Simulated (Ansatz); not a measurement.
# Li2HgF4 (built on the sites of a database entry of Cs2HgF4): a soft mode frozen in, part 2 of 3

Aim: this structure of Li2HgF4 (built on the sites of a database entry of Cs2HgF4) is to be tested for unstable modes, and one is followed downhill.

Ansatz 0.2.0; DFT PBEsol, scalar-relativistic, plane waves, PAW.

So far. Step 4 (The mode frozen in, largest atomic shift 0.6 Å): The run ends at a pressure of -0.89 GPa, with forces up to 0.78 eV/Å. Step 5 (Energy along the mode, all amplitudes (two of the runs …): The lowest of the steps tried is the last one, at 0.6 Å, 89.4 meV/atom below the parent; the bottom of the well need not coincide with a step.

The structure was built from a prototype and need not be the compound's stable phase.

## Step 6: Relaxing from the distorted cell

Starting from the lowest point found, all atoms and the cell are let go, so that strain and other modes of the same symmetry can join in.

File input.yaml:

```yaml
crystal:
  lattice:
    - [-2.2698744399, 2.2698744399, 5.4223198673]
    - [2.2698744399, -2.2698744399, 5.4223198673]
    - [2.2698744399, 2.2698744399, -5.4223198673]
  atoms:
    - { symbol: Li, position: [0.3590037198, 0.226837819, -0.1321659008] }
    - { symbol: Li, position: [0.6409962802, 0.5088303795, -0.1321659008] }
    - { symbol: Hg, position: [0.0, -0.0029592035, -0.0029592035] }
    - { symbol: F, position: [0.2024518664, 0.2186520358, 0.0162001694] }
    - { symbol: F, position: [0.7975481336, 0.813748303, 0.0162001694] }
    - { symbol: F, position: [0.0, 0.5011835203, 0.5011835203] }
    - { symbol: F, position: [0.5, 0.0942192638, 0.5942192638] }
kpoints:
  mp_grid: { grid: [8, 8, 8] }
hamiltonian:
  xc: pbesol
scf:
  occupations: { method: fixed }
output:
  forces: true
  stress: true
  eigenvalues: true
relax:
  adjacent_minimum: "off"
  f_tol: 0.002
  max_steps: 120
  cell: { stress_tol: 0.03 }
```

Run with:

```bash
> ansatz run input.yaml --threads 8 --pin off --max-ram 14336MiB --backend cpu --events-out ev --progress --plain --runs-dir out
```

Numbers of over 12 decimals in the logs are rounded to 6 here.

The log of the run:

```text
[...]
Crystal: 7 atoms, lattice volume = 111.750 Å³
Basis set: ecut = 420 eV, 2195 PW (Γ), exchange–correlation on 90×90×90 points (8 copies of the dense FFT grid, shifted against one another)
Bands: 34, of which v1, the nominal top of the filled ones, is band 27 counted from 1 (26 counted from 0)
Symmetry: 4 space group operations
[...]
k-points: 95 of 512 (time reversal used)
[...]
SCF iter   1: F=—  HF=-17278.920466 eV  |F-HF|=—  |Δ(HF+E_count)|=         —  Δρ=1.20e-2  dr2=9.91e-2  ethr=1.77e-3  ⟨swp⟩=5.0  Hψ=11289  notcnv=0  defer=474
[...]
SCF iter   9: F=-17278.893676 eV  HF=-17278.893676 eV  |F-HF|=1.19e-8  |Δ(HF+E_count)|=   2.05e-8  Δρ=2.69e-6  dr2=7.70e-9  ethr=1.85e-10  ⟨swp⟩=3.4  Hψ=12783  notcnv=0
SCF 1 converged in 9 iterations: F = -17278.893676 eV  dr2 = 7.70e-9
[...]
relax step   1: F+E_penalty+E_count = -17278.89367578 eV  Δ(F+E_penalty+E_count) = +0.000e0 eV  max|allowed force component| = 7.839e-1 eV/Å  Δτ_max = 0.0000 Å  P = -0.888 GPa  Ω = 111.750 Å³  (9 SCF iters, dr2 threshold 1.00e-7 eV, accepted)
Crystal: 7 atoms, lattice volume = 112.194 Å³
[...]
iter 1 solved again at ethr=5.24e-4 eV; its pass at ethr=3.10e-3 eV (dr2=2.83e-1 eV) is discarded
[...]
SCF iter   8: F=-17279.046489 eV  HF=-17279.046489 eV  |F-HF|=6.39e-8  |Δ(HF+E_count)|=   1.05e-6  Δρ=2.10e-5  dr2=3.63e-7  ethr=1.30e-9  ⟨swp⟩=9.8  Hψ=15046  notcnv=0
SCF 2 converged in 8 iterations: F = -17279.046489 eV  dr2 = 3.63e-7
relax step   2: F+E_penalty+E_count = -17279.04648852 eV  Δ(F+E_penalty+E_count) = -1.528e-1 eV  max|allowed force component| = 5.083e-1 eV/Å  Δτ_max = 0.1153 Å  P = -1.247 GPa  Ω = 112.194 Å³  energy of the carried Pulay correction = -1.323e-3 eV  (8 SCF iters, dr2 threshold 7.00e-7 eV, accepted)
Crystal: 7 atoms, lattice volume = 109.236 Å³
Basis set: ecut = 420 eV, 2145 PW (Γ), exchange–correlation on 90×90×90 points (8 copies of the dense FFT grid, shifted against one another)
[...]
SCF iter   8: F=-17279.242051 eV  HF=-17279.242050 eV  |F-HF|=6.01e-7  |Δ(HF+E_count)|=   3.28e-9  Δρ=2.24e-5  dr2=5.48e-7  ethr=1.30e-9  ⟨swp⟩=8.8  Hψ=17121  notcnv=0
SCF 3 converged in 8 iterations: F = -17279.242051 eV  dr2 = 5.48e-7
relax step   3: F+E_penalty+E_count = -17279.24205080 eV  Δ(F+E_penalty+E_count) = -1.956e-1 eV  max|allowed force component| = 4.283e-1 eV/Å  Δτ_max = 0.1537 Å  P = -1.130 GPa  Ω = 109.236 Å³  energy of the carried Pulay correction = +7.590e-3 eV  (8 SCF iters, dr2 threshold 7.00e-7 eV, accepted)
[... from here on, the SCF cycles and remarks between the steps are left out ...]
relax step   4: F+E_penalty+E_count = -17279.37251593 eV  Δ(F+E_penalty+E_count) = -1.305e-1 eV  max|allowed force component| = 3.515e-1 eV/Å  Δτ_max = 0.1945 Å  P = -0.121 GPa  Ω = 103.022 Å³  energy of the carried Pulay correction = +2.711e-2 eV  (9 SCF iters, dr2 threshold 7.00e-7 eV, accepted)
relax step   5: F+E_penalty+E_count = -17279.45572078 eV  Δ(F+E_penalty+E_count) = -8.320e-2 eV  max|allowed force component| = 3.024e-1 eV/Å  Δτ_max = 0.1411 Å  P = +0.567 GPa  Ω = 97.482 Å³  energy of the carried Pulay correction = +4.549e-2 eV  (9 SCF iters, dr2 threshold 7.00e-7 eV, accepted)
relax step   6: F+E_penalty+E_count = -17279.49433735 eV  Δ(F+E_penalty+E_count) = -3.862e-2 eV  max|allowed force component| = 1.267e-1 eV/Å  Δτ_max = 0.0659 Å  P = -0.602 GPa  Ω = 95.276 Å³  energy of the carried Pulay correction = +5.308e-2 eV  (8 SCF iters, dr2 threshold 7.00e-7 eV, accepted)
relax step   7: F+E_penalty+E_count = -17279.47672130 eV  Δ(F+E_penalty+E_count) = +1.762e-2 eV  max|allowed force component| = 3.504e-1 eV/Å  Δτ_max = 0.0643 Å  P = +1.015 GPa  Ω = 93.962 Å³  energy of the carried Pulay correction = +5.768e-2 eV  (7 SCF iters, dr2 threshold 7.00e-7 eV, rejected (line search))
relax step   8: F+E_penalty+E_count = -17279.50754138 eV  Δ(F+E_penalty+E_count) = -1.320e-2 eV  max|allowed force component| = 3.990e-2 eV/Å  Δτ_max = 0.0143 Å  P = +0.015 GPa  Ω = 94.647 Å³  energy of the carried Pulay correction = +5.528e-2 eV  (13 SCF iters, accepted)
relax step   9: F+E_penalty+E_count = -17279.51228572 eV  Δ(F+E_penalty+E_count) = -4.744e-3 eV  max|allowed force component| = 9.729e-2 eV/Å  Δτ_max = 0.0246 Å  P = -0.138 GPa  Ω = 95.029 Å³  energy of the carried Pulay correction = +5.394e-2 eV  (6 SCF iters, dr2 threshold 7.00e-7 eV, accepted)
relax step  10: F+E_penalty+E_count = -17279.54133678 eV  Δ(F+E_penalty+E_count) = -2.905e-2 eV  max|allowed force component| = 2.131e-1 eV/Å  Δτ_max = 0.0750 Å  P = -0.021 GPa  Ω = 94.268 Å³  energy of the carried Pulay correction = +5.661e-2 eV  (8 SCF iters, dr2 threshold 5.92e-7 eV, accepted)
relax step  11: F+E_penalty+E_count = -17279.58643833 eV  Δ(F+E_penalty+E_count) = -4.510e-2 eV  max|allowed force component| = 1.297e-1 eV/Å  Δτ_max = 0.1136 Å  P = -0.456 GPa  Ω = 92.677 Å³  energy of the carried Pulay correction = +6.224e-2 eV  (8 SCF iters, dr2 threshold 7.00e-7 eV, accepted)
relax step  12: F+E_penalty+E_count = -17279.60659025 eV  Δ(F+E_penalty+E_count) = -2.015e-2 eV  max|allowed force component| = 6.821e-1 eV/Å  Δτ_max = 0.0811 Å  P = -0.373 GPa  Ω = 89.062 Å³  energy of the carried Pulay correction = +7.538e-2 eV  (8 SCF iters, dr2 threshold 7.00e-7 eV, accepted)
relax step  13: F+E_penalty+E_count = -17279.60413095 eV  Δ(F+E_penalty+E_count) = +2.459e-3 eV  max|allowed force component| = 3.559e-1 eV/Å  Δτ_max = 0.0762 Å  P = +0.322 GPa  Ω = 89.513 Å³  energy of the carried Pulay correction = +7.371e-2 eV  (8 SCF iters, dr2 threshold 7.00e-7 eV, rejected (line search))
relax step  14: F+E_penalty+E_count = -17279.61432233 eV  Δ(F+E_penalty+E_count) = -7.732e-3 eV  max|allowed force component| = 6.655e-1 eV/Å  Δτ_max = 0.0761 Å  P = -0.770 GPa  Ω = 87.576 Å³  energy of the carried Pulay correction = +8.091e-2 eV  (12 SCF iters, accepted)
relax step  15: F+E_penalty+E_count = -17279.62827219 eV  Δ(F+E_penalty+E_count) = -1.395e-2 eV  max|allowed force component| = 9.794e-2 eV/Å  Δτ_max = 0.0187 Å  P = -0.411 GPa  Ω = 88.819 Å³  energy of the carried Pulay correction = +7.627e-2 eV  (7 SCF iters, dr2 threshold 7.00e-7 eV, accepted)
relax step  16: F+E_penalty+E_count = -17279.62590057 eV  Δ(F+E_penalty+E_count) = +2.372e-3 eV  max|allowed force component| = 1.545e-1 eV/Å  Δτ_max = 0.0422 Å  P = +0.727 GPa  Ω = 88.429 Å³  energy of the carried Pulay correction = +7.772e-2 eV  (7 SCF iters, dr2 threshold 7.00e-7 eV, rejected (line search))
[...]
relax step  20: F+E_penalty+E_count = -17279.63375186 eV  Δ(F+E_penalty+E_count) = -3.247e-4 eV  max|allowed force component| = 3.605e-3 eV/Å  Δτ_max = 0.0020 Å  P = +0.001 GPa  Ω = 88.160 Å³  energy of the carried Pulay correction = +7.873e-2 eV  (8 SCF iters, dr2 threshold 4.12e-9 eV, accepted)
relax step  21: F+E_penalty+E_count = -17279.63368575 eV  Δ(F+E_penalty+E_count) = +6.611e-5 eV  max|allowed force component| = 4.070e-4 eV/Å  Δτ_max = 0.0006 Å  P = +0.000 GPa  Ω = 88.178 Å³  energy of the carried Pulay correction = +7.866e-2 eV  (6 SCF iters, dr2 threshold 8.12e-10 eV, accepted)
relax step  22: F+E_penalty+E_count = -17279.68199766 eV  Δ(F+E_penalty+E_count) = -4.831e-2 eV  max|allowed force component| = 1.296e-2 eV/Å  Δτ_max = 0.0000 Å  P = +0.588 GPa  Ω = 88.178 Å³  stress off target by 2.51e0 GPa  SCF on the basis re-selected at this cell (its energy is not comparable with the rows above)  (9 SCF iters)
relax step  23: F+E_penalty+E_count = -17279.72828727 eV  Δ(F+E_penalty+E_count) = -4.629e-2 eV  max|allowed force component| = 3.750e-2 eV/Å  Δτ_max = 0.0556 Å  P = +0.779 GPa  Ω = 85.288 Å³  energy of the carried Pulay correction = +1.160e-2 eV  (8 SCF iters, dr2 threshold 7.00e-7 eV, accepted)
relax step  24: F+E_penalty+E_count = -17279.72651560 eV  Δ(F+E_penalty+E_count) = +1.772e-3 eV  max|allowed force component| = 3.829e-2 eV/Å  Δτ_max = 0.0178 Å  P = -0.267 GPa  Ω = 86.875 Å³  energy of the carried Pulay correction = +5.520e-3 eV  (8 SCF iters, dr2 threshold 7.00e-7 eV, accepted)
relax step  25: F+E_penalty+E_count = -17279.72738176 eV  Δ(F+E_penalty+E_count) = -8.662e-4 eV  max|allowed force component| = 1.690e-2 eV/Å  Δτ_max = 0.0051 Å  P = +0.019 GPa  Ω = 86.740 Å³  energy of the carried Pulay correction = +6.022e-3 eV  (5 SCF iters, dr2 threshold 3.83e-7 eV, accepted)
relax step  26: F+E_penalty+E_count = -17279.72753682 eV  Δ(F+E_penalty+E_count) = -1.551e-4 eV  max|allowed force component| = 1.753e-3 eV/Å  Δτ_max = 0.0015 Å  P = +0.002 GPa  Ω = 86.705 Å³  energy of the carried Pulay correction = +6.158e-3 eV  (6 SCF iters, dr2 threshold 1.78e-8 eV, accepted)
relax step  27: F+E_penalty+E_count = -17279.73131194 eV  Δ(F+E_penalty+E_count) = -3.775e-3 eV  max|allowed force component| = 1.601e-3 eV/Å  Δτ_max = 0.0000 Å  P = +0.044 GPa  Ω = 86.705 Å³  stress off target by 5.21e-1 GPa  SCF on the basis re-selected at this cell (its energy is not comparable with the rows above)  (8 SCF iters)
relax step  28: F+E_penalty+E_count = -17279.73657390 eV  Δ(F+E_penalty+E_count) = -5.262e-3 eV  max|allowed force component| = 3.037e-2 eV/Å  Δτ_max = 0.0128 Å  P = +0.143 GPa  Ω = 85.897 Å³  energy of the carried Pulay correction = +3.340e-3 eV  (6 SCF iters, dr2 threshold 6.80e-7 eV, accepted)
relax step  29: F+E_penalty+E_count = -17279.73572513 eV  Δ(F+E_penalty+E_count) = +8.488e-4 eV  max|allowed force component| = 4.266e-3 eV/Å  Δτ_max = 0.0029 Å  P = +0.003 GPa  Ω = 86.173 Å³  energy of the carried Pulay correction = +2.233e-3 eV  (6 SCF iters, dr2 threshold 6.46e-8 eV, accepted)
relax step  30: F+E_penalty+E_count = -17279.73549903 eV  Δ(F+E_penalty+E_count) = +2.261e-4 eV  max|allowed force component| = 1.342e-3 eV/Å  Δτ_max = 0.0014 Å  P = +0.000 GPa  Ω = 86.232 Å³  energy of the carried Pulay correction = +1.998e-3 eV  (8 SCF iters, dr2 threshold 1.14e-9 eV, accepted)
relax step  31: F+E_penalty+E_count = -17279.73404598 eV  Δ(F+E_penalty+E_count) = +1.453e-3 eV  max|allowed force component| = 9.408e-4 eV/Å  Δτ_max = 0.0000 Å  P = -0.035 GPa  Ω = 86.232 Å³  stress off target by 1.14e-1 GPa  SCF on the basis re-selected at this cell (its energy is not comparable with the rows above)  (7 SCF iters)
relax step  32: F+E_penalty+E_count = -17279.73511743 eV  Δ(F+E_penalty+E_count) = -1.071e-3 eV  max|allowed force component| = 3.666e-3 eV/Å  Δτ_max = 0.0038 Å  P = +0.004 GPa  Ω = 85.998 Å³  energy of the carried Pulay correction = +9.425e-4 eV  (6 SCF iters, dr2 threshold 3.26e-8 eV, accepted)
relax step  33: F+E_penalty+E_count = -17279.73506047 eV  Δ(F+E_penalty+E_count) = +5.696e-5 eV  max|allowed force component| = 8.401e-4 eV/Å  Δτ_max = 0.0007 Å  P = -0.001 GPa  Ω = 86.014 Å³  energy of the carried Pulay correction = +8.813e-4 eV  (6 SCF iters, dr2 threshold 8.40e-10 eV, accepted)
relax step  34: F+E_penalty+E_count = -17279.73420438 eV  Δ(F+E_penalty+E_count) = +8.561e-4 eV  max|allowed force component| = 7.479e-4 eV/Å  Δτ_max = 0.0000 Å  P = -0.012 GPa  Ω = 86.014 Å³  stress off target by 3.12e-2 GPa  SCF on the basis re-selected at this cell (its energy is not comparable with the rows above)  (6 SCF iters)
relax step  35: F+E_penalty+E_count = -17279.73444365 eV  Δ(F+E_penalty+E_count) = -2.393e-4 eV  max|allowed force component| = 5.877e-4 eV/Å  Δτ_max = 0.0008 Å  P = -0.002 GPa  Ω = 85.957 Å³  energy of the carried Pulay correction = +2.301e-4 eV  (6 SCF iters, dr2 threshold 2.44e-9 eV, accepted)
[...]
SCF iter   6: F=-17279.734154 eV  HF=-17279.734154 eV  |F-HF|=3.64e-12  |Δ(HF+E_count)|=  3.64e-12  Δρ=8.35e-8  dr2=6.49e-12  ethr=1.00e-12  ⟨swp⟩=11.1  Hψ=17575  notcnv=0
SCF 36 converged in 6 iterations: F = -17279.734154 eV  dr2 = 6.49e-12
relax step  36: F+E_penalty+E_count = -17279.73415386 eV  Δ(F+E_penalty+E_count) = +2.898e-4 eV  max|allowed force component| = 5.577e-4 eV/Å  Δτ_max = 0.0000 Å  P = -0.003 GPa  Ω = 85.957 Å³  stress off target by 9.09e-3 GPa  SCF on the basis re-selected at this cell (its energy is not comparable with the rows above)  (6 SCF iters)
[...]
SCF converged after 6 iterations
Free energy (F): -17279.734154 eV
[...]
Internal energy: -17279.734154 eV  (E = F + TS)
E sigma→0 (E₀):  -17279.734154 eV
Fermi energy:    2.990836 eV
[...]
--- Forces (eV/Å), atoms counted from 1 ---
  atom   1  Li     0.00025300     0.00000000     0.00013534
  atom   2  Li     0.00025300     0.00000000    -0.00013534
  atom   3  Hg    -0.00055797     0.00000000     0.00000000
  atom   4  F     -0.00013709     0.00000000     0.00020948
  atom   5  F     -0.00013709     0.00000000    -0.00020948
  atom   6  F      0.00013189     0.00000000     0.00000000
  atom   7  F      0.00019261     0.00000000     0.00000000
  max |Σ_I F_I| component: 1.66e-6 eV/Å
--- Stress (GPa, compression-positive) ---
        0.003407       0.000000       0.000000
        0.000000      -0.009087       0.000000
        0.000000       0.000000      -0.004629
  P = ⅓ Tr σ = -0.0034 GPa (-0.034 kbar)
--- Band table (eV; the first three rows and the last of 95) ---
  k-point 0: bands = [... 23 lower, 2.2839, 2.4334, 2.6703, 2.9908, 5.1550, 11.9010, 12.9638, 14.0873, ... 3 higher]
  k-point 1: bands = [... 23 lower, 2.2428, 2.4520, 2.6377, 2.7926, 5.6250, 11.9338, 12.9647, 14.1160, ... 3 higher]
  k-point 2: bands = [... 23 lower, 2.0991, 2.4801, 2.5399, 2.6477, 6.5488, 12.0682, 12.7049, 13.5721, ... 3 higher]
  k-point 94: bands = [... 23 lower, 2.1984, 2.2570, 2.4249, 2.9686, 6.2976, 9.3846, 12.1809, 15.2391, ... 3 higher]
--- Relaxed structure (31 steps of the walk, 28 accepted, 5 SCFs on fresh bases) ---
  F+E_penalty+E_count = -17279.73415386 eV   max|allowed force component| = 5.577e-4 eV/Å   (the final SCF, on the basis selected at the relaxed cell)
  cell:  # Å, volume = 85.9572 Å³
    - [-2.702945, 1.677142, 4.740401]
    - [2.702945, -1.677142, 4.740401]
    - [2.702945, 1.677142, -4.740401]
  atoms:
    - { symbol: Li, position: [0.327104, 0.138031, -0.189073] }
    - { symbol: Li, position: [0.672896, 0.483823, -0.189073] }
    - { symbol: Hg, position: [-1.2215705756913543e-19, -0.123616, -0.123616] }
    - { symbol: F, position: [0.224739, 0.332403, 0.107664] }
    - { symbol: F, position: [0.775261, 0.882925, 0.107664] }
    - { symbol: F, position: [-8.082853191733933e-18, 0.501707, 0.501707] }
    - { symbol: F, position: [0.5, 0.145239, 0.645239] }
```

It took 3 min on 8 threads of Arm Neoverse V1, shared host; peak memory 0.78 GiB.

Relaxation path (22 of 36):

```csv
step,energy less that of the first step (eV),largest force component (eV/Å),pressure (GPa),volume (Å³)
1,0.0000,0.7839,-0.89,111.75
3,-0.3484,0.4283,-1.13,109.24
4,-0.4788,0.3515,-0.12,103.02
6,-0.6007,0.1267,-0.60,95.28
8,-0.6139,0.0399,0.02,94.65
9,-0.6186,0.0973,-0.14,95.03
11,-0.6928,0.1297,-0.46,92.68
13,-0.7105,0.3559,0.32,89.51
14,-0.7206,0.6655,-0.77,87.58
16,-0.7322,0.1545,0.73,88.43
18,-0.7395,0.0117,-0.02,88.31
19,-0.7398,0.0081,0.00,88.24
21,-0.7400,0.0004,0.00,88.18
23,-0.8346,0.0375,0.78,85.29
24,-0.8328,0.0383,-0.27,86.88
26,-0.8339,0.0018,0.00,86.70
28,-0.8429,0.0304,0.14,85.90
29,-0.8420,0.0043,0.00,86.17
31*,-0.8404,0.0009,-0.03,86.23
33,-0.8414,0.0008,0.00,86.01
34*,-0.8405,0.0007,-0.01,86.01
36*,-0.8405,0.0006,0.00,85.96
```

Relaxation steps marked * repeat the geometry before them on a plane-wave basis chosen anew for their cell, so energy and pressure can jump there. Other such steps can lie between the rows shown. Relaxation steps 7, 13, 16 were tried and not accepted.

The run keeps the 4 symmetry operations that it works with, so distortions that break them were not tested.

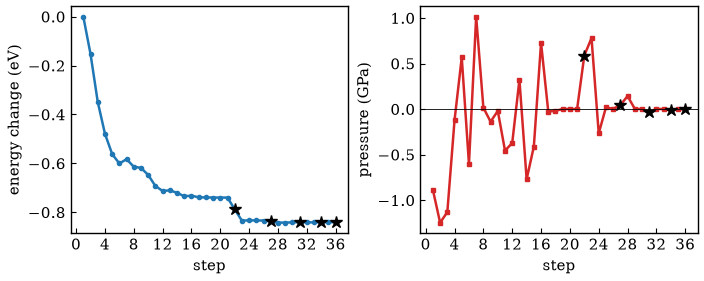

Energy and pressure along the relaxation. Stars mark steps on a basis chosen anew.

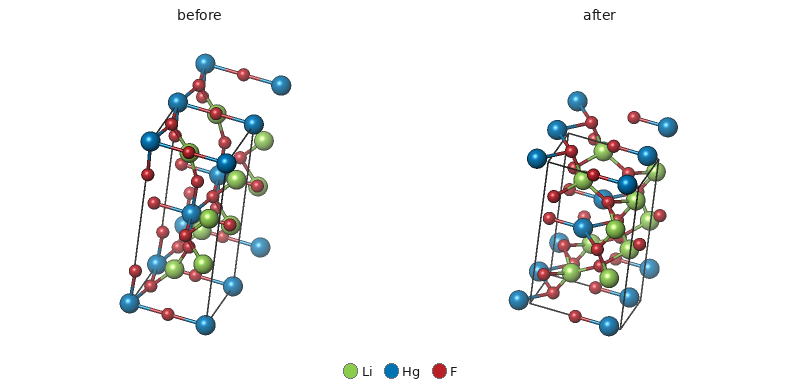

The structure before and after the relaxation, drawn at the same scale. Bonds to atoms that aren't drawn are left out.

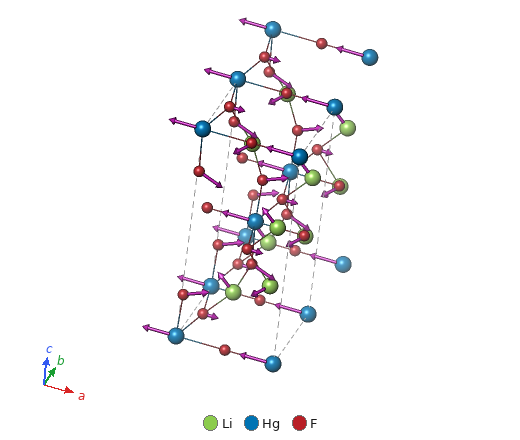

Displacements in the relaxation, exaggerated, measured against the changing cell; the longest in the cell stands for 0.65 Å. 1×2×1 conventional cells are drawn. Some periodic images of atoms are drawn too.

```csv
cell as run,before,after,change
a (Å),6.301,5.709,-9.4 %
b (Å),6.301,5.709,-9.4 %
c (Å),6.301,5.709,-9.4 %
α (°),137.77,123.48,-10.4 %
β (°),137.77,145.83,+5.8 %
γ (°),61.25,67.73,+10.6 %
volume (Å³/atom),15.96,12.28,-23.1 %
```

The atoms that moved most (Å, as changes of fractional coordinates times the final cell):

```csv
atom,dx,dy,dz,length
Hg3,-0.652,0.000,0.000,0.652
F4,0.494,0.000,0.211,0.538
F5,0.494,0.000,-0.211,0.538
Li1,-0.308,0.000,-0.302,0.431
Li2,-0.308,0.000,0.302,0.431
F7,0.276,0.000,0.000,0.276
```

Numbers from this step:

* pressure: -0.003436 GPa
* gap on the k-mesh: 2.164 eV
* volume per atom: 12.28 Å³

The distorted start has space group Imm2; the relaxation ends in Imm2.

## Step 7: The new phase in its own primitive cell

The relaxed structure is symmetrised, reduced to its primitive cell and relaxed tightly, as its phonons need.

File input.yaml:

```yaml
crystal:
  lattice:
    - [-1.6771423278, 4.7404012709, 2.7029450247]
    - [1.6771423278, -4.7404012709, 2.7029450247]
    - [1.6771423278, 4.7404012709, -2.7029450247]
  atoms:
    - { symbol: Li, position: [0.5161771983, 0.1890728832, 0.3271043151] }
    - { symbol: Li, position: [0.861968568, 0.1890728832, 0.6728956849] }
    - { symbol: Hg, position: [0.1236162566, 0.1236162566, 0.0] }
    - { symbol: F, position: [0.1170754836, 0.8923360992, 0.2247393844] }
    - { symbol: F, position: [0.6675967147, 0.8923360992, 0.7752606156] }
    - { symbol: F, position: [0.4982929917, 0.4982929917, 0.0] }
    - { symbol: F, position: [0.8547606692, 0.3547606692, 0.5] }
kpoints:
  mp_grid: { grid: [8, 8, 8] }
hamiltonian:
  xc: pbesol
scf:
  occupations: { method: fixed }
output:
  forces: true
  stress: true
  eigenvalues: true
relax:
  adjacent_minimum: "off"
  f_tol: 0.001
  max_steps: 60
  cell: { stress_tol: 0.01 }
```

The log of the run:

```text
[...]
Crystal: 7 atoms, lattice volume = 85.957 Å³
Basis set: ecut = 420 eV, 1691 PW (Γ), exchange–correlation on 80×80×80 points (8 copies of the dense FFT grid, shifted against one another)
Bands: 34, of which v1, the nominal top of the filled ones, is band 27 counted from 1 (26 counted from 0)
Symmetry: 4 space group operations
[...]
k-points: 95 of 512 (time reversal used)
[...]
atoms:
    - { symbol: Li, position: [0.516177, 0.189072883175, 0.327104315125] }
    - { symbol: Li, position: [0.861969, 0.189073, 0.672896] }
    - { symbol: Hg, position: [0.123616, 0.1236162566, 3.435558851335052e-18] }
    - { symbol: F, position: [0.117075, 0.892336, 0.224739] }
    - { symbol: F, position: [0.667597, 0.892336, 0.775261] }
    - { symbol: F, position: [0.498293, 0.498293, 0.0] }
    - { symbol: F, position: [0.8547606692, 0.354761, 0.500000] }
[key lines of the parts left out:]
SCF converged after 8 iterations
Free energy (F): -17279.734154 eV
Fermi energy:    2.990835 eV
P = ⅓ Tr σ = -0.0034 GPa (-0.034 kbar)
```

It took 9.4 s on 8 threads; peak memory 0.61 GiB; 72 s of CPU time.

Little changed from the start: no atom moved by 0.005 Å and no cell edge by 0.1 %.

This step gave:

- pressure: -0.003440 GPa
- direct gap on mesh: 2.164 eV

The largest force component left is 0.56 meV/Å and the pressure is -0.003 GPa, within the tolerances set. The cell now holds 12.28 Å³/atom.

(Continued in part 3 of 3.)

[Logs are printed without paths, hosts, clocks, repeated set-up lines and the standing remarks that a program may print on its own settings, such as how far it seeks lower states.]

[Hosts, paths, dates, database ids (printed as entryN), source tags and the programs' standing remarks are cut or masked in the printed files.]
